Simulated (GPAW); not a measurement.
# Magnetic state of Fe2 Cr6 Fe2 001 from several starts

Aim: find out whether Fe2 Cr6 Fe2 001 carries moments, and which collinear order costs least.

Calculated with GPAW 26.7.0; PBE; plane waves with GPAW's PAW setups, scalar-relativistic.

## (1) The structure

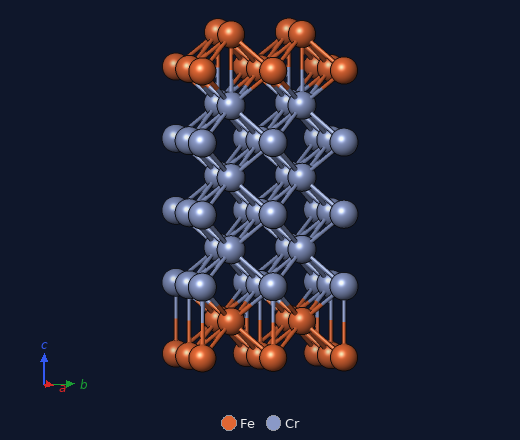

The cell as given, from the side, with the c axis up (iron orange, chromium light blue). 2×2×1 cells are drawn. Some periodic images of atoms are drawn too.

The cell holds 10 atoms: 4 Fe and 6 Cr. Its edges and angles: a = 2.884 Å, b = 2.884 Å, c = 24.913 Å, α = 90.0°, β = 90.0°, γ = 90.0°. ideal sites on the substrate's mesh, layer spacings from atomic volumes, unrelaxed, 12 A of vacuum. Vacuum lies along c.

Structure file:

```cif
data_structure
_symmetry_space_group_name_H-M 'P 1'
_symmetry_Int_Tables_number 1
_cell_length_a 2.8840
_cell_length_b 2.8840
_cell_length_c 24.9126
_cell_angle_alpha 90.000
_cell_angle_beta 90.000
_cell_angle_gamma 90.000
_cell_volume 207.21
loop_
_atom_site_label
_atom_site_type_symbol
_atom_site_fract_x
_atom_site_fract_y
_atom_site_fract_z
_atom_site_occupancy
Fe1 Fe 0.00000 0.00000 0.24084 1
Fe2 Fe 0.50000 0.50000 0.29779 1
Cr3 Cr 0.00000 0.00000 0.35522 1
Cr4 Cr 0.50000 0.50000 0.41313 1
Cr5 Cr 0.00000 0.00000 0.47104 1
Cr6 Cr 0.50000 0.50000 0.52896 1
Cr7 Cr 0.00000 0.00000 0.58687 1
Cr8 Cr 0.50000 0.50000 0.64478 1
Fe9 Fe 0.00000 0.00000 0.70221 1
Fe10 Fe 0.50000 0.50000 0.75916 1
```

## (2) Run 1 (ferro ++++)

Parallel moments need no larger cell; this start tests for a ferromagnetic state only.

Input file order1.py:

```python
import json
import numpy as np
from ase import Atoms
from ase.parallel import paropen, parprint
from gpaw import GPAW

atoms = Atoms(['Fe', 'Fe', 'Cr', 'Cr', 'Cr', 'Cr', 'Cr', 'Cr', 'Fe', 'Fe'],
    cell=[[2.884, 0.0, 0.0],
         [0.0, 2.884, 0.0],
         [0.0, 0.0, 24.9126]],
    scaled_positions=[[0.0, 0.0, 0.240842],
         [0.5, 0.5, 0.297789],
         [0.0, 0.0, 0.355219],
         [0.5, 0.5, 0.413131],
         [0.0, 0.0, 0.471044],
         [0.5, 0.5, 0.528956],
         [0.0, 0.0, 0.586869],
         [0.5, 0.5, 0.644781],
         [0.0, 0.0, 0.702211],
         [0.5, 0.5, 0.759158]],
    pbc=True,
    magmoms=[2.6, 2.6, 0.0, 0.0, 0.0, 0.0, 0.0, 0.0, 2.6, 2.6])
atoms.calc = GPAW(mode={'name': 'pw', 'ecut': 450},
    xc='PBE',
    kpts={'size': (20, 20, 1), 'gamma': True},
    occupations={'name': 'fermi-dirac', 'width': 0.05},
    convergence={'density': 1e-05, 'energy': 1e-05},
    maxiter=250,
    mixer={'name': 'pulay', 'beta': 0.03, 'nmaxold': 8, 'weight': 100},
    symmetry={'tolerance': 1e-4},
    txt='order1.txt')
e = atoms.get_potential_energy(force_consistent=True)
res = {'free_energy': e, 'energy_sigma0': atoms.get_potential_energy(), 'fermi_energy': atoms.calc.get_fermi_level()}
res['moments'] = atoms.get_magnetic_moments().tolist()
res['total'] = atoms.get_magnetic_moment()
parprint('site moments (muB):', np.round(res['moments'], 3))
parprint(f"total moment: {res['total']:.3f} muB")
parprint(f'free energy: {e:.6f} eV')
atoms.calc.write('order1.gpw')
with paropen('results.json', 'w') as f:
    json.dump(res, f)
```

Run with:

```sh
$ OMP_NUM_THREADS=1 mpirun -n 4 gpaw python order1.py > order1.log
```

Numbers of over 12 decimals in the logs are rounded to 6 here.

Output:

```text
site moments (muB): [ 2.869  1.958 -0.756  0.337 -0.16  -0.159  0.336 -0.756  1.958  2.869]
total moment: 8.585 muB
free energy: -89.101126 eV

--- order1.txt ---
Input parameters:
  mode=PW(ecut=450),
  convergence={'density': 1e-05, 'energy': 1e-05},
  kpts=MonkhorstPack(size=(20, 20, 1), gamma=True),
  maxiter=250,
  mixer=Pulay(name='pulay', nmaxold=8, beta=0.03, weight=100, sigma=0.015, g_ss=None),
  occupations=Occupations(name='fermi-dirac', width=0.05),
  symmetry=Symmetry(tolerance=0.0001),
  xc=XC(name='PBE')

Diagonalizing LCAO Hamiltonian
Converting LCAO to pw mode
   .------.
  /|      |
 * |      |
 | |      |
 | |      |
 | |      |
 | |      |
 | |      |
 | |  Fe  |
 | |      |
 | |      |
 Fe|      |
 | |  Cr  |
 | |      |
 | |      |
 Cr|      |
 | |  Cr  |
 | |      |
 Cr|      |
 | |  Cr  |
 | |      |
 | |      |
 Cr|      |
 | |  Fe  |
 | |      |
 | |      |
 Fe|      |
 | |      |
 | |      |
 | |      |
 | |      |
 | .------.
 |/      /
 *------*

Atoms  # Å, Bohr magnetons
|   | symbol |        x |        y |         z |    initial magnetic moments |
|---|--------|----------|----------|-----------|-----------------------------|
| 0 |     Fe | 0.000000 | 0.000000 |  6.000000 | ( 0.0000,  0.0000,  2.6000) |
| 1 |     Fe | 1.442000 | 1.442000 |  7.418698 | ( 0.0000,  0.0000,  2.6000) |
| 2 |     Cr | 0.000000 | 0.000000 |  8.849429 | ( 0.0000,  0.0000,  0.0000) |
| 3 |     Cr | 1.442000 | 1.442000 | 10.292167 | ( 0.0000,  0.0000,  0.0000) |
| 4 |     Cr | 0.000000 | 0.000000 | 11.734931 | ( 0.0000,  0.0000,  0.0000) |
| 5 |     Cr | 1.442000 | 1.442000 | 13.177669 | ( 0.0000,  0.0000,  0.0000) |
| 6 |     Cr | 0.000000 | 0.000000 | 14.620433 | ( 0.0000,  0.0000,  0.0000) |
| 7 |     Cr | 1.442000 | 1.442000 | 16.063171 | ( 0.0000,  0.0000,  0.0000) |
| 8 |     Fe | 0.000000 | 0.000000 | 17.493902 | ( 0.0000,  0.0000,  2.6000) |
| 9 |     Fe | 1.442000 | 1.442000 | 18.912600 | ( 0.0000,  0.0000,  2.6000) |

Unit cell  # Å
| periodic |        x |        y |         z |   lengths |    angles |
|----------|----------|----------|-----------|-----------|-----------|
|      yes | 2.884000 | 0.000000 |  0.000000 |  2.884000 | 90.000000 |
|      yes | 0.000000 | 2.884000 |  0.000000 |  2.884000 | 90.000000 |
|      yes | 0.000000 | 0.000000 | 24.912600 | 24.912600 | 90.000000 |

Number of symmetries: 8

BZ-sampling:
  Number of BZ points: 400
  Number of IBZ points: 66

  Monkhorst-Pack size: [20, 20, 1]
  Monkhorst-Pack shift: [0.025, 0.025, 0.0]

K-points  # in reciprocal-cell coordinates
|     |                                coordinates |     weight |
|-----|--------------------------------------------|------------|
|   0 | ( -0.00000000,  -0.00000000,   0.00000000) | 0.00250000 |
|   1 | (  0.05000000,  -0.00000000,   0.00000000) | 0.01000000 |
|   2 | (  0.05000000,   0.05000000,   0.00000000) | 0.01000000 |
|   3 | (  0.10000000,  -0.00000000,   0.00000000) | 0.01000000 |
|   4 | (  0.10000000,   0.05000000,   0.00000000) | 0.02000000 |
|   5 | (  0.10000000,   0.10000000,   0.00000000) | 0.01000000 |
|   6 | (  0.15000000,  -0.00000000,   0.00000000) | 0.01000000 |
|   7 | (  0.15000000,   0.05000000,   0.00000000) | 0.02000000 |
|   8 | (  0.15000000,   0.10000000,   0.00000000) | 0.02000000 |
|   9 | (  0.15000000,   0.15000000,   0.00000000) | 0.01000000 |
| ... |                                            |            |
|  65 | (  0.50000000,   0.50000000,   0.00000000) | 0.00250000 |

Plane wave coefficients: 4529
Cutoff: 450.000000 eV

Spin-components: 2 (collinear spins)
Bands:           52
Projectors:      60
Spin-degeneracy: 1
Datatype:        complex128

Parallelization:
  kpt:    4
  domain: 1
  band:   1

Density:
  Valence electrons: 68.0
  Components: 2
  Grid points: [ 15  15 125]
  Charge: 0.0  # |e|

Potential:
  Grid points: [ 15  15 125]

species:
  Fe:
    name:    Iron
    Z:       26.0
    valence: 8
    core:    18
    charge:  0.0  # [|e|]
    compensation charges:
      type: gauss
      rc: 0.33  # [Å]
      lmax: 2
    cutoffs:
      filter: 2.06  # [Å]
      core: 2.67  # [Å]
    projectors
    | kind |    occ | energy [eV] | rcut [Å] |
    |------|--------|-------------|----------|
    |   4s |  2.000 |      -5.291 |    1.164 |
    |   4p |  0.000 |      -1.326 |    1.058 |
    |   3d |  6.000 |      -7.505 |    1.058 |
    |    s |        |      21.920 |    1.164 |
    |    p |        |      25.885 |    1.058 |
    |    d |        |      19.706 |    1.058 |

    Using partial waves for Fe as LCAO basis

  Cr:
    name:    Chromium
    Z:       24.0
    valence: 6
    core:    18
    charge:  0.0  # [|e|]
    compensation charges:
      type: gauss
      rc: 0.35  # [Å]
      lmax: 2
    cutoffs:
      filter: 2.14  # [Å]
      core: 3.04  # [Å]
    projectors
    | kind |    occ | energy [eV] | rcut [Å] |
    |------|--------|-------------|----------|
    |   4s |  1.000 |      -4.007 |    1.164 |
    |   4p |  0.000 |      -0.989 |    1.217 |
    |   3d |  5.000 |      -2.913 |    1.111 |
    |    s |        |      23.205 |    1.164 |
    |    p |        |      26.223 |    1.217 |
    |    d |        |      24.299 |    1.111 |

    Using partial waves for Cr as LCAO basis

Reference energy: -309972.083098  # eV

eigensolver:
  PPCG
  Converge bands: occupied
  niter=2

density mixing:
  Pulay-Mixer
  Linear mixing parameters: 0.03
  Old densities: 8
  Fourier metric: weight=100, sigma=0.015

occupation numbers:
  Fermi-Dirac:
    width: 0.0500  # eV

poisson solver:
  ecut: 3600.000000  # eV

xc functional:
  name: PBE with 2 nearest neighbor stencil

convergence criteria:
- Maximum integral of absolute [dens]ity change: 1e-05 electrons / valence electron
- Maximum [total energy] change in last 3 cyles: 1e-05 eV / valence electron
- Maximum integral of absolute [eigenst]ate change: 4e-08 eV^2 / valence electron
maximum number of iterations: 250

SCF iterations
|iter     |      energy | eigst |  dens |  magmom |
|---------|-------------|-------|-------|---------|
|iter:   1|       0s | -107.490515 | +0.66 |       | +10.4278|
|iter:   2|      20s | -102.892476 | -0.59 | -0.48 | +10.3359|
|iter:   3|      41s | -100.119206 | -0.88 | -0.56 | +10.3358|
|iter:   4|      62s |  -96.253397 | -0.95 | -0.60 | +10.2523|
|iter:   5|      83s |  -93.620231 | -1.28 | -0.70 | +10.1923|
|iter:   6|     104s |  -90.838746 | -0.55 | -0.76 | +10.0271|
|iter:   7|     125s |  -89.146157 | -1.22 | -0.86 |  +9.9681|
|iter:   8|     145s |  -88.887467 | -1.54 | -1.11 |  +9.9142|
|iter:   9|     166s |  -88.839914 | -2.12 | -1.22 |  +9.8900|
|iter:  10|     187s |  -88.912840 | -1.92 | -1.27 |  +9.8542|
[... 126 iterations left out ...]
|iter: 137|    2721s |  -89.048328c| -7.64c| -4.69 |  +8.5849|
|iter: 138|    2731s |  -89.048330c| -7.96c| -4.81 |  +8.5846|
|iter: 139|    2741s |  -89.048330c| -8.35c| -4.87 |  +8.5846|
|iter: 140|    2751s |  -89.048330c| -8.60c| -4.89 |  +8.5847|
|iter: 141|    2760s |  -89.048330c| -8.91c| -4.93 |  +8.5847|
|iter: 142|    2770s |  -89.048330c| -8.95c| -4.95 |  +8.5846|
|iter: 143|    2780s |  -89.048331c| -9.09c| -4.97 |  +8.5846|
|iter: 144|    2789s |  -89.048330c| -9.21c| -4.97 |  +8.5846|
|iter: 145|    2799s |  -89.048330c| -8.50c| -4.98 |  +8.5847|
|iter: 146|    2809s |  -89.048331c| -8.58c| -5.06c|  +8.5846|

Converged in 146 steps
Energy contributions relative to reference atoms: (reference = -309972.083098)

Energy contributions:
  Kinetic:         -88.317496
  Coulomb:          52.684585
  Zero:              1.819623
  External:          0.000000
  Xc:              -55.182248
  Entropy:          -0.105589
  Spinorbit:         0.000000
  ----------------------------
  Free energy:     -89.101126
  Extrapolated:    -89.048331

dipole moment: (-35.481926, -35.481926, 0.000320)  # |e|*Ang

Total magnetic moment: (0.000000, 0.000000, 8.584592)

Local magnetic moments
|        x |        y |         z |
|----------|----------|-----------|
| 0.000000 | 0.000000 |  2.868870 |  # Fe   0
| 0.000000 | 0.000000 |  1.957793 |  # Fe   1
| 0.000000 | 0.000000 | -0.756372 |  # Cr   2
| 0.000000 | 0.000000 |  0.336652 |  # Cr   3
| 0.000000 | 0.000000 | -0.159723 |  # Cr   4
| 0.000000 | 0.000000 | -0.158715 |  # Cr   5
| 0.000000 | 0.000000 |  0.335772 |  # Cr   6
| 0.000000 | 0.000000 | -0.755691 |  # Cr   7
| 0.000000 | 0.000000 |  1.957687 |  # Fe   8
| 0.000000 | 0.000000 |  2.868882 |  # Fe   9

Fermi level: 4.555
Eigenvalues  # (at kpt = [-0.000, -0.000, 0.000])
| band index |      eig [eV] | occ [0-1] |      eig [eV] | occ [0-1] |
|------------|---------------|-----------|---------------|-----------|
|          0 |        -3.171 |     1.000 |        -3.168 |     1.000 |
|        ... |               |           |               |           |
|         28 |         3.025 |     1.000 |         4.201 |     0.999 |
|         29 |         3.467 |     1.000 |         4.311 |     0.993 |
|         30 |         3.478 |     1.000 |         4.493 |     0.774 |
|         31 |         3.656 |     1.000 |         4.493 |     0.774 |
|         32 |         3.656 |     1.000 |         4.654 |     0.121 |
|         33 |         3.702 |     1.000 |         4.718 |     0.037 |
|         34 |         3.702 |     1.000 |         4.721 |     0.035 |
|         35 |         3.884 |     1.000 |         4.930 |     0.001 |
|         36 |         3.920 |     1.000 |         4.978 |     0.000 |
|         37 |         4.208 |     0.999 |         5.143 |     0.000 |
|         38 |         4.208 |     0.999 |         5.143 |     0.000 |
|         39 |         4.321 |     0.991 |         5.296 |     0.000 |
|         40 |         4.730 |     0.029 |         5.394 |     0.000 |
|         41 |         4.732 |     0.028 |         5.487 |     0.000 |
|         42 |         4.752 |     0.019 |         5.567 |     0.000 |
|         43 |         4.985 |     0.000 |         5.593 |     0.000 |
|        ... |               |           |               |           |
|         51 |         6.013 |     0.000 |         6.429 |     0.000 |

No gap
No difference between direct/indirect transitions
```

Wall time 47 min (4 MPI ranks of Arm Neoverse N1, shared host); peak memory 1.5 GiB.

Spin moment in the augmentation sphere by atom:

| atom | spin moment in the augmentation sphere (μB) |
| --- | --- |
| Fe1 | 2.87 |
| Fe2 | 1.96 |
| Cr3 | -0.76 |
| Cr4 | 0.34 |
| Cr5 | -0.16 |
| Cr6 | -0.16 |
| Cr7 | 0.34 |
| Cr8 | -0.76 |
| Fe9 | 1.96 |
| Fe10 | 2.87 |

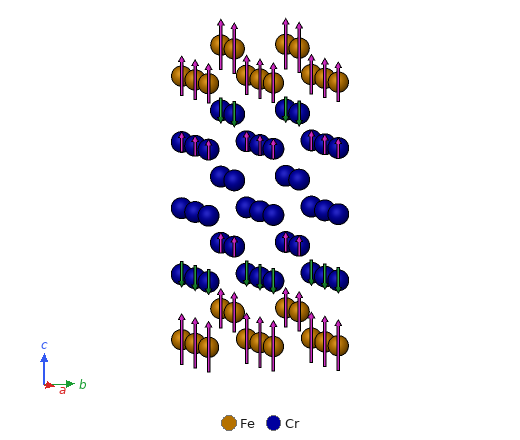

Spin moment in the augmentation sphere as arrows, the longest 2.87 μB. Up and down stand for the sign. Arrows give size and sign along the axis of quantisation, drawn up and down the page. Each arrow also spans its atom, so small moments look longer than they are. The two directions have two colours. 2×2×1 cells are drawn. Some periodic images of atoms are drawn too.

Numbers from this step:

| Item | Value |
| --- | --- |
| magnetization | 8.585 μB |
| final state | ferrimagnetic |

After 146 cycles the largest moment stands at 2.87 μB.

## (3) Run 2 (antiferro ++--)

An opposed order shows whether the pairs that it reverses prefer unlike signs.

order2.py is the script of step 2 with these lines changed:

```diff
@@ -21,3 +21,3 @@
     pbc=True,
-    magmoms=[2.6, 2.6, 0.0, 0.0, 0.0, 0.0, 0.0, 0.0, 2.6, 2.6])
+    magmoms=[2.6, 2.6, 0.0, 0.0, 0.0, 0.0, 0.0, 0.0, -2.6, -2.6])
 atoms.calc = GPAW(mode={'name': 'pw', 'ecut': 450},
@@ -30,3 +30,3 @@
     symmetry={'tolerance': 1e-4},
-    txt='order1.txt')
+    txt='order2.txt')
 e = atoms.get_potential_energy(force_consistent=True)
@@ -38,3 +38,3 @@
 parprint(f'free energy: {e:.6f} eV')
-atoms.calc.write('order1.gpw')
+atoms.calc.write('order2.gpw')
 with paropen('results.json', 'w') as f:
```

Run with:

```sh
$ OMP_NUM_THREADS=1 mpirun -n 4 gpaw python order2.py > order2.log
```

Output:

```text
Input parameters:
  mode=PW(ecut=450),
  convergence={'density': 1e-05, 'energy': 1e-05},
  kpts=MonkhorstPack(size=(20, 20, 1), gamma=True),
  maxiter=250,
  mixer=Pulay(name='pulay', nmaxold=8, beta=0.03, weight=100, sigma=0.015, g_ss=None),
  occupations=Occupations(name='fermi-dirac', width=0.05),
  symmetry=Symmetry(tolerance=0.0001),
  xc=XC(name='PBE')

Diagonalizing LCAO Hamiltonian
Converting LCAO to pw mode
   .------.
  /|      |
 * |      |
 | |      |
 | |      |
 | |      |
 | |      |
 | |      |
 | |  Fe  |
[...]
Fe|      |
 | |  Cr  |
[...]
Cr|      |
 | |  Cr  |
[...]
Cr|      |
 | |  Cr  |
[...]
Cr|      |
 | |  Fe  |
[...]
Fe|      |
 | |      |
 | |      |
 | |      |
 | |      |
 | .------.
 |/      /
 *------*

Atoms  # Å, Bohr magnetons
|   | symbol |        x |        y |         z |    initial magnetic moments |
|---|--------|----------|----------|-----------|-----------------------------|
| 0 |     Fe | 0.000000 | 0.000000 |  6.000000 | ( 0.0000,  0.0000,  2.6000) |
| 1 |     Fe | 1.442000 | 1.442000 |  7.418698 | ( 0.0000,  0.0000,  2.6000) |
| 2 |     Cr | 0.000000 | 0.000000 |  8.849429 | ( 0.0000,  0.0000,  0.0000) |
| 3 |     Cr | 1.442000 | 1.442000 | 10.292167 | ( 0.0000,  0.0000,  0.0000) |
| 4 |     Cr | 0.000000 | 0.000000 | 11.734931 | ( 0.0000,  0.0000,  0.0000) |
| 5 |     Cr | 1.442000 | 1.442000 | 13.177669 | ( 0.0000,  0.0000,  0.0000) |
| 6 |     Cr | 0.000000 | 0.000000 | 14.620433 | ( 0.0000,  0.0000,  0.0000) |
| 7 |     Cr | 1.442000 | 1.442000 | 16.063171 | ( 0.0000,  0.0000,  0.0000) |
| 8 |     Fe | 0.000000 | 0.000000 | 17.493902 | ( 0.0000,  0.0000, -2.6000) |
| 9 |     Fe | 1.442000 | 1.442000 | 18.912600 | ( 0.0000,  0.0000, -2.6000) |

Number of symmetries: 8

BZ-sampling:
  Number of BZ points: 400
  Number of IBZ points: 66

  Monkhorst-Pack size: [20, 20, 1]
  Monkhorst-Pack shift: [0.025, 0.025, 0.0]

Plane wave coefficients: 4529
Cutoff: 450.000000 eV

Spin-components: 2 (collinear spins)
Bands:           45
Projectors:      60
Spin-degeneracy: 1
Datatype:        complex128

Parallelization:
  kpt:    4
  domain: 1
  band:   1

Density:
  Valence electrons: 68.0
  Components: 2
  Grid points: [ 15  15 125]
  Charge: 0.0  # |e|

Potential:
  Grid points: [ 15  15 125]

[... setups left out ...]
Reference energy: -309972.083098  # eV

convergence criteria:
- Maximum integral of absolute [dens]ity change: 1e-05 electrons / valence electron
- Maximum [total energy] change in last 3 cyles: 1e-05 eV / valence electron
- Maximum integral of absolute [eigenst]ate change: 4e-08 eV^2 / valence electron
maximum number of iterations: 250

SCF iterations
|iter     |      energy | eigst |  dens |  magmom |
|---------|-------------|-------|-------|---------|
|iter:   1|       0s | -107.485967 | +0.67 |       |  -0.0000|
|iter:   2|      17s | -102.764930 | -0.36 | -0.48 |  +0.0000|
|iter:   3|      35s |  -99.950430 | -0.61 | -0.56 |  +0.0000|
|iter:   4|      53s |  -96.093046 | -0.71 | -0.60 |  +0.0001|
|iter:   5|      71s |  -93.314290 | -1.16 | -0.70 |  -0.0005|
|iter:   6|      89s |  -91.272411 | -0.53 | -0.78 |  +0.0090|
[...]
[... 214 iterations left out ...]
[...]
|iter: 231|    4092s |  -89.169256 | -2.36 | -2.18 |  +0.0016|
|iter: 232|    4110s |  -89.148765 | -2.42 | -2.24 |  +0.0017|
|iter: 233|    4128s |  -89.144066 | -3.14 | -2.13 |  +0.0010|
|iter: 234|    4145s |  -89.133982 | -2.78 | -2.15 |  +0.0008|
```

The job ended after 70 min (4 MPI ranks; peak memory 1.4 GiB).

The run was cut off at its time limit.

It was cut off while still iterating. More time helps where the residual falls; where it has stalled, the mixing must change.

## (4) Start 3: no spin polarisation

A run without seeds gives the energy of the state without moments.

nospin.py is the script of step 3 with these lines changed:

```diff
@@ -20,4 +20,3 @@
          [0.5, 0.5, 0.759158]],
-    pbc=True,
-    magmoms=[2.6, 2.6, 0.0, 0.0, 0.0, 0.0, 0.0, 0.0, -2.6, -2.6])
+    pbc=True)
 atoms.calc = GPAW(mode={'name': 'pw', 'ecut': 450},
@@ -30,11 +29,7 @@
     symmetry={'tolerance': 1e-4},
-    txt='order2.txt')
+    txt='nospin.txt')
 e = atoms.get_potential_energy(force_consistent=True)
 res = {'free_energy': e, 'energy_sigma0': atoms.get_potential_energy(), 'fermi_energy': atoms.calc.get_fermi_level()}
-res['moments'] = atoms.get_magnetic_moments().tolist()
-res['total'] = atoms.get_magnetic_moment()
-parprint('site moments (muB):', np.round(res['moments'], 3))
-parprint(f"total moment: {res['total']:.3f} muB")
 parprint(f'free energy: {e:.6f} eV')
-atoms.calc.write('order2.gpw')
+atoms.calc.write('nospin.gpw')
 with paropen('results.json', 'w') as f:
```

Run with:

```sh
$ OMP_NUM_THREADS=1 mpirun -n 4 gpaw python nospin.py > nospin.log
```

Output:

```text
free energy: -86.593330 eV

--- nospin.txt ---
Input parameters:
  mode=PW(ecut=450),
  convergence={'density': 1e-05, 'energy': 1e-05},
  kpts=MonkhorstPack(size=(20, 20, 1), gamma=True),
  maxiter=250,
  mixer=Pulay(name='pulay', nmaxold=8, beta=0.03, weight=100, sigma=0.015, g_ss=None),
  occupations=Occupations(name='fermi-dirac', width=0.05),
  symmetry=Symmetry(tolerance=0.0001),
  xc=XC(name='PBE')

[...]
|          0 |        -3.511 |     2.000 |
|        ... |               |           |
|         28 |         3.487 |     2.000 |
|         29 |         3.487 |     2.000 |
|         30 |         3.756 |     1.998 |
|         31 |         3.768 |     1.998 |
[...]
|         41 |         4.607 |     0.000 |
|         42 |         4.607 |     0.000 |
|         43 |         4.771 |     0.000 |
|         44 |         4.933 |     0.000 |

No gap
No difference between direct/indirect transitions


[key lines of the parts left out:]
Free energy:     -86.593330
Converged in 78 steps
dipole moment: (-35.516947, -35.516947, 0.000322)  # |e|*Ang
Fermi level: 4.106
```

The job ended after 9.5 min (4 MPI ranks; peak memory 1.1 GiB; 38 min of CPU time).

This step gave:

* final state: non-magnetic (no spin polarisation)

It lies 627 meV a seeded atom over the first start.

## (5) Energies of the orders

These are free energies at a smearing of 0.05 eV, so its entropy term is in the differences. They are divided by the number of seeded atoms, so that cells of unlike size compare.

Orders:

| start | final state | typed order kept | energy over the lowest (meV a seeded atom) | largest site moment (μB) | net moment (μB a primitive cell) | mesh matched | CPU time (s) |
| --- | --- | --- | --- | --- | --- | --- | --- |
| ferro ++++ | ferrimagnetic | yes | 0 | 2.869 | 8.585 | yes | 11375 |
| no spin polarisation | non-magnetic | - | 626.9 | 0 | 0 | yes | 2283 |

## (6) What came out

```yaml
lower_run: with moments
largest_site_moment: 2.87 μB
next_state: non-magnetic, 627 meV a seeded atom higher
energy_gained_by_spin_polarisation: 627 meV a seeded atom
```

**Reading.** No opposed order could be compared. The parallel start holds moments up to 2.87 μB. 1 start gave no converged result and is missing from the ranking; a lower order may hide there. No antiferromagnetic order was obtained from a start of its own, but moments turned against each other within the cell by themselves.

[Logs and program files are shortened in this print: banners, set-up blocks, solver, clock and traceback lines can be left out without a mark of their own.]

[Logs are printed without paths, hosts, clocks, repeated set-up lines and the standing remarks that a program may print on its own settings, such as how far it seeks lower states.]

[Hosts, paths, dates, database ids (printed as entryN), source tags and the programs' standing remarks are cut or masked in the printed files.]

[Where a cell is said to come from a database of computed structures, the database is the Materials Project.]
